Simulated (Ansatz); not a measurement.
# CH7B2NS (SMILES BC#N.[BH3-][SH2+]), step by step

Aim: a series of 20 runs (r2SCANh-D3(BJ)/def2-TZVPD, HSE06-D3(BJ)/def2-TZVPD, r2SCAN0-D3(BJ)-ATM/def2-TZVPD, r2SCAN50/6-31G*) of CH7B2NS. 

The calculation is run with Ansatz 0.2.0.

## (1) The molecule

The species is CH7B2NS (12 atoms), typed as a singlet with charge 0. As SMILES, `BC#N.[BH3-][SH2+]`.

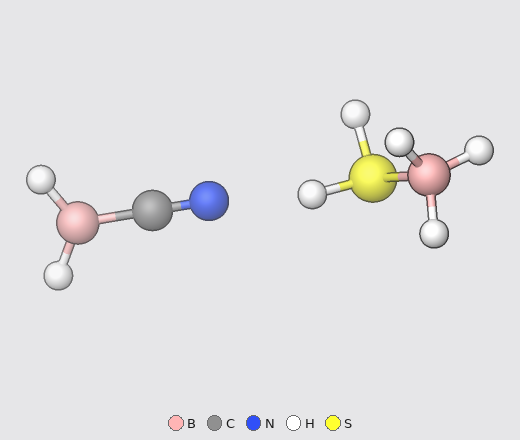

The structure, seen from a chosen angle (boron pink, carbon grey, nitrogen blue, hydrogen white, sulfur yellow).

## (2) The energy at r2SCANh-D3(BJ)/def2-TZVPD (run 1)

Contents of in.yaml:

```yaml
crystal:
  periodic: [false, false, false]
  atoms:
    - symbol: B
      position_ang: [-0.229160, 0.456020, -0.333640]
    - symbol: C
      position_ang: [0.342740, -0.681980, 0.498960]
    - symbol: "N"
      position_ang: [0.776540, -1.544880, 1.130460]
    - symbol: H
      position_ang: [-0.754260, 0.202120, -1.369340]
    - symbol: H
      position_ang: [-0.135860, 1.568720, 0.073560]
    - symbol: B
      position_ang: [1.021790, -4.823340, 4.733910]
    - symbol: S
      position_ang: [1.792630, -4.065500, 3.081010]
    - symbol: H
      position_ang: [0.134820, -5.497970, 4.269040]
    - symbol: H
      position_ang: [0.680530, -3.895910, 5.419140]
    - symbol: H
      position_ang: [1.961160, -5.466780, 5.135820]
    - symbol: H
      position_ang: [0.883200, -3.151130, 2.695290]
    - symbol: H
      position_ang: [2.639730, -3.119750, 3.528070]
basis:
  gaussian:
    orbitals: def2-TZVPD
hamiltonian:
  xc: {name: r2SCANh}
  dispersion: d3bj
```

Started as:

```console
$ ansatz run in.yaml --threads 1 --pin off --max-ram 2610MiB --events-out events.jsonl --progress --plain --runs-dir runs
```

The log of the run:

```text
Warning: the engine holds no damping parameters fitted to this dispersion correction and functional, so the run takes those fitted to r2scanh beside the three-body term, which d3bj leaves out (hamiltonian.dispersion, under Limitations)
Warning: RAYON_NUM_THREADS=1 ignored (pool sized by the plan → 1); use --threads N
Functional definition: r2SCANh
  name "r2SCANh"
  parameter a = 0.1
  parameter k0 = 0.174
  parameter k1 = 0.065
  parameter a1 = 4.9479
  exchange = (1 - a)*r2scan_x(k0 = k0, k1 = k1, a1 = a1) + a*exact_x
  correlation = r2scan_c
1333 factors; their error is unknown
mean field evaluation 1: about -14818.8656 eV, gradient 5.0e1 eV
mean field evaluation 2: about -14814.9607 eV, gradient 6.2e1 eV
mean field evaluation 4: about -14825.2962 eV, gradient 5.3e0 eV
mean field evaluation 8: about -14825.3707 eV, gradient 6.4e-2 eV
mean field evaluation 16: about -14825.3650 eV, gradient 4.7e-5 eV
mean field -14825.36497998 eV, -544.8221140211 hartree, gradient 4.7e-5 eV, S^2 0.000000; 0 other end points of the search recorded, 0 dependent functions left out
reference -14825.36500342 eV, -544.8221148822 hartree; 23, 23 occupied and 234, 234 virtual orbitals, 1333 factors
Total energy: -14825.42532530 eV, -544.8243316705 hartree
```

Wall time 12 s (1 thread of Intel Xeon at 2.70GHz, shared host); peak memory 0.5 GiB.

## (3) CH2BN: the energy at r2SCANh-D3(BJ)/def2-TZVPD (run 2)

Contents of in.yaml:

```yaml
crystal:
  periodic: [false, false, false]
  atoms:
    - symbol: B
      position_ang: [-0.229160, 0.456020, -0.333640]
    - symbol: C
      position_ang: [0.342740, -0.681980, 0.498960]
    - symbol: "N"
      position_ang: [0.776540, -1.544880, 1.130460]
    - symbol: H
      position_ang: [-0.754260, 0.202120, -1.369340]
    - symbol: H
      position_ang: [-0.135860, 1.568720, 0.073560]
basis:
  gaussian: {orbitals: def2-TZVPD}
total_charge: 0
hamiltonian: {xc: {name: r2SCANh}, dispersion: d3bj}
```

Started as:

```console
$ ansatz run in.yaml --threads 1 --pin off --max-ram 2610MiB --events-out events.jsonl --progress --plain --runs-dir runs
```

The log of the run:

```text
Warning: the engine holds no damping parameters fitted to this dispersion correction and functional, so the run takes those fitted to r2scanh beside the three-body term, which d3bj leaves out (hamiltonian.dispersion, under Limitations)
Warning: RAYON_NUM_THREADS=1 ignored (pool sized by the plan → 1); use --threads N
Functional definition: r2SCANh
  name "r2SCANh"
  parameter a = 0.1
  parameter k0 = 0.174
  parameter k1 = 0.065
  parameter a1 = 4.9479
  exchange = (1 - a)*r2scan_x(k0 = k0, k1 = k1, a1 = a1) + a*exact_x
  correlation = r2scan_c
620 factors; their error is unknown
mean field evaluation 1: about -3230.4624 eV, gradient 3.8e1 eV
mean field evaluation 2: about -3225.4794 eV, gradient 5.8e1 eV
mean field evaluation 4: about -3233.4944 eV, gradient 3.4e0 eV
mean field evaluation 8: about -3233.5329 eV, gradient 1.2e-2 eV
mean field -3233.52545759 eV, -118.8298688041 hartree, gradient 5.5e-5 eV, S^2 0.000000; 0 other end points of the search recorded, 0 dependent functions left out
reference -3233.52546891 eV, -118.8298692202 hartree; 10, 10 occupied and 119, 119 virtual orbitals, 620 factors
Total energy: -3233.54198167 eV, -118.8304760530 hartree
```

Wall time 3.9 s (1 thread of Intel Xeon at 2.70GHz, shared host); peak memory 0.18 GiB.

Runs 3 to 6 aren't shown in full; the table further down has their settings and results.

## (4) CH2BN: the energy at HSE06-D3(BJ)/def2-TZVPD (run 7)

Contents of input.yaml:

```yaml
crystal:
  periodic: [false, false, false]
  atoms:
    - {symbol: B, position_ang: [-0.229160, 0.456020, -0.333640]}
    - {symbol: C, position_ang: [0.342740, -0.681980, 0.498960]}
    - {symbol: "N", position_ang: [0.776540, -1.544880, 1.130460]}
    - {symbol: H, position_ang: [-0.754260, 0.202120, -1.369340]}
    - {symbol: H, position_ang: [-0.135860, 1.568720, 0.073560]}
basis:
  gaussian: {orbitals: def2-TZVPD}
magnetization: {spin_polarized: false, initial_magnetization: 0}
hamiltonian: {xc: hse06, dispersion: d3bj}
```

Started as:

```console
$ ansatz run input.yaml --threads 1 --pin off --max-ram 2610MiB --events-out events.jsonl --progress --plain --runs-dir runs
```

The log of the run:

```text
Warning: RAYON_NUM_THREADS=1 ignored (pool sized by the plan → 1); use --threads N
Functional definition: HSE06
  name "HSE06"
  parameter a = 0.25
  parameter omega = 0.11/bohr
  exchange = pbe_x - a*pbe_x_sr(omega) + a*exact_x_sr(omega)
  correlation = pbe_c
620 factors; their error is unknown
86 factors; integrals over basis functions are off by at most 1.1e-6 eV
mean field evaluation 1: about -3228.3545 eV, gradient 3.7e1 eV
mean field evaluation 2: about -3223.9398 eV, gradient 5.5e1 eV
mean field evaluation 4: about -3231.3590 eV, gradient 3.4e0 eV
mean field evaluation 8: about -3231.3895 eV, gradient 1.8e-2 eV
mean field -3231.39145159 eV, -118.7514455300 hartree, gradient 6.4e-5 eV, S^2 0.000000; 0 other end points of the search recorded, 0 dependent functions left out
reference -3231.39149241 eV, -118.7514470302 hartree; 10, 10 occupied and 119, 119 virtual orbitals, 620 factors
Total energy: -3231.42928206 eV, -118.7528357742 hartree
```

Wall time 1.9 s (1 thread of Intel Xeon at 2.70GHz, shared host); peak memory 0.17 GiB.

Runs 8 to 19 aren't shown in full; the table further down has their settings and results.

## (5) BH5S among ghost functions: the energy at r2SCAN50/6-31G(d) (Cartesian functions, with ghost functions) (run 20)

Contents of run.yaml:

```yaml
crystal:
  periodic: [false, false, false]
  atoms:
    - {symbol: B, position_ang: [1.021790, -4.823340, 4.733910]}
    - {symbol: S, position_ang: [1.792630, -4.065500, 3.081010]}
    - {symbol: H, position_ang: [0.134820, -5.497970, 4.269040]}
    - {symbol: H, position_ang: [0.680530, -3.895910, 5.419140]}
    - {symbol: H, position_ang: [1.961160, -5.466780, 5.135820]}
    - {symbol: H, position_ang: [0.883200, -3.151130, 2.695290]}
    - {symbol: H, position_ang: [2.639730, -3.119750, 3.528070]}
basis:
  gaussian:
    orbitals: "6-31G*"
    ghost_atoms: [{symbol: B, position_ang: [-0.229160, 0.456020, -0.333640]}, {symbol: C, position_ang: [0.342740, -0.681980, 0.498960]}, {symbol: N, position_ang: [0.776540, -1.544880, 1.130460]}, {symbol: H, position_ang: [-0.754260, 0.202120, -1.369340]}, {symbol: H, position_ang: [-0.135860, 1.568720, 0.073560]}]
hamiltonian: {xc: {name: r2SCAN50}}
```

Started as:

```console
$ ansatz run run.yaml --threads 1 --pin off --max-ram 2610MiB --events-out events.jsonl --progress --plain --runs-dir runs
```

The log of the run:

```text
Warning: RAYON_NUM_THREADS=1 ignored (pool sized by the plan → 1); use --threads N
Functional definition: r2SCAN50
  name "r2SCAN50"
  parameter a = 0.5
  parameter k0 = 0.174
  parameter k1 = 0.065
  parameter a1 = 4.9479
  exchange = (1 - a)*r2scan_x(k0 = k0, k1 = k1, a1 = a1) + a*exact_x
  correlation = r2scan_c
996 factors; their error is unknown
mean field evaluation 1: about -11588.7348 eV, gradient 1.9e1 eV
mean field evaluation 2: about -11589.6539 eV, gradient 1.1e1 eV
mean field evaluation 4: about -11590.0451 eV, gradient 2.1e-1 eV
mean field evaluation 8: about -11590.1801 eV, gradient 2.8e-2 eV
mean field -11590.18009459 eV, -425.9312623700 hartree, gradient 1.9e-5 eV, S^2 0.000000; 0 other end points of the search recorded, 0 dependent functions left out
reference -11590.18009898 eV, -425.9312625312 hartree; 13, 13 occupied and 80, 80 virtual orbitals, 996 factors
Total energy: -11590.18009898 eV, -425.9312625312 hartree
```

Wall time 3.9 s (1 thread of Intel Xeon at 2.70GHz, shared host); peak memory 0.18 GiB.

## (6) All runs side by side

```
run                                                        level  contact  Cartesian functions               partner  energy (Eh)  dispersion energy (kJ/mol)  wall time
  1                                    r2SCANh-D3(BJ)/def2-TZVPD        –                   no                  base  -544.824332                       -5.82       12 s
  2                                    r2SCANh-D3(BJ)/def2-TZVPD     base                   no              fragment  -118.830476                       -1.59      3.9 s
  3             r2SCANh-D3(BJ)/def2-TZVPD (with ghost functions)     base                   no  fragment with ghosts  -118.830528                       -1.59       12 s
  4                                    r2SCANh-D3(BJ)/def2-TZVPD     base                   no              fragment  -425.989188                       -2.66      4.2 s
  5             r2SCANh-D3(BJ)/def2-TZVPD (with ghost functions)     base                   no  fragment with ghosts  -425.989246                       -2.66        9 s
  6                                      HSE06-D3(BJ)/def2-TZVPD        –                   no                  base  -544.608954                      -12.71       14 s
  7                                      HSE06-D3(BJ)/def2-TZVPD     base                   no              fragment  -118.752836                       -3.65      1.9 s
  8               HSE06-D3(BJ)/def2-TZVPD (with ghost functions)     base                   no  fragment with ghosts  -118.752894                       -3.65      6.6 s
  9                                      HSE06-D3(BJ)/def2-TZVPD     base                   no              fragment  -425.850870                       -6.13      4.2 s
 10               HSE06-D3(BJ)/def2-TZVPD (with ghost functions)     base                   no  fragment with ghosts  -425.850927                       -6.13        9 s
 11                                r2SCAN0-D3(BJ)-ATM/def2-TZVPD        –                   no                  base  -544.812434                       -6.41       15 s
 12                                r2SCAN0-D3(BJ)-ATM/def2-TZVPD     base                   no              fragment  -118.820763                       -1.75      3.9 s
 13         r2SCAN0-D3(BJ)-ATM/def2-TZVPD (with ghost functions)     base                   no  fragment with ghosts  -118.820811                       -1.75      8.7 s
 14                                r2SCAN0-D3(BJ)-ATM/def2-TZVPD     base                   no              fragment  -425.986798                       -2.93      3.3 s
 15         r2SCAN0-D3(BJ)-ATM/def2-TZVPD (with ghost functions)     base                   no  fragment with ghosts  -425.986852                       -2.93       11 s
 16                        r2SCAN50/6-31G* (Cartesian functions)        –                  yes                  base  -544.699225                           –      7.2 s
 17                        r2SCAN50/6-31G* (Cartesian functions)     base                  yes              fragment  -118.762105                           –      1.8 s
 18  r2SCAN50/6-31G* (Cartesian functions, with ghost functions)     base                  yes  fragment with ghosts  -118.762624                           –      3.9 s
 19                        r2SCAN50/6-31G* (Cartesian functions)     base                  yes              fragment  -425.931106                           –      1.2 s
 20  r2SCAN50/6-31G* (Cartesian functions, with ghost functions)     base                  yes  fragment with ghosts  -425.931263                           –      3.9 s
```

## (7) Summary of results

```
                                                                                                                    quantity          value
                                                                            BH5S among ghost functions, run 20: total energy  -425.93126 Eh
                  interaction energy of the rigid parts CH2BN and BH5S (parts in their own basis), r2SCANh-D3(BJ)/def2-TZVPD      -0.127 eV
    interaction energy of the rigid parts CH2BN and BH5S (parts in the whole basis, counterpoise), r2SCANh-D3(BJ)/def2-TZVPD      -0.124 eV
                    interaction energy of the rigid parts CH2BN and BH5S (parts in their own basis), HSE06-D3(BJ)/def2-TZVPD      -0.143 eV
      interaction energy of the rigid parts CH2BN and BH5S (parts in the whole basis, counterpoise), HSE06-D3(BJ)/def2-TZVPD      -0.140 eV
              interaction energy of the rigid parts CH2BN and BH5S (parts in their own basis), r2SCAN0-D3(BJ)-ATM/def2-TZVPD      -0.133 eV
interaction energy of the rigid parts CH2BN and BH5S (parts in the whole basis, counterpoise), r2SCAN0-D3(BJ)-ATM/def2-TZVPD      -0.130 eV
              interaction energy of the rigid parts CH2BN and BH5S (parts in the whole basis, counterpoise), r2SCAN50/6-31G*      -0.145 eV
                            interaction energy of the rigid parts CH2BN and BH5S (parts in their own basis), r2SCAN50/6-31G*      -0.164 eV
```

**Reading.** At r2SCANh-D3(BJ)/def2-TZVPD: the interaction energy of the rigid parts CH2BN and BH5S (parts in their own basis) is −0.13 eV (−12.3 kJ/mol): the parts attract. At r2SCANh-D3(BJ)/def2-TZVPD: the interaction energy of the rigid parts CH2BN and BH5S (parts in the whole basis, counterpoise) is −0.12 eV (−12.0 kJ/mol): the parts attract. The basis-set superposition error is 0.3 kJ/mol. At HSE06-D3(BJ)/def2-TZVPD: the interaction energy of the rigid parts CH2BN and BH5S (parts in their own basis) is −0.14 eV (−3.3 kcal/mol): the parts attract. At HSE06-D3(BJ)/def2-TZVPD: the interaction energy of the rigid parts CH2BN and BH5S (parts in the whole basis, counterpoise) is −0.14 eV (−3.2 kcal/mol): the parts attract. At r2SCAN0-D3(BJ)-ATM/def2-TZVPD: the interaction energy of the rigid parts CH2BN and BH5S (parts in their own basis) is −0.13 eV (−12.8 kJ/mol): the parts attract. Totals of different functionals can't be ranked against each other. All runs together took 2.3 min, the longest 15 s.
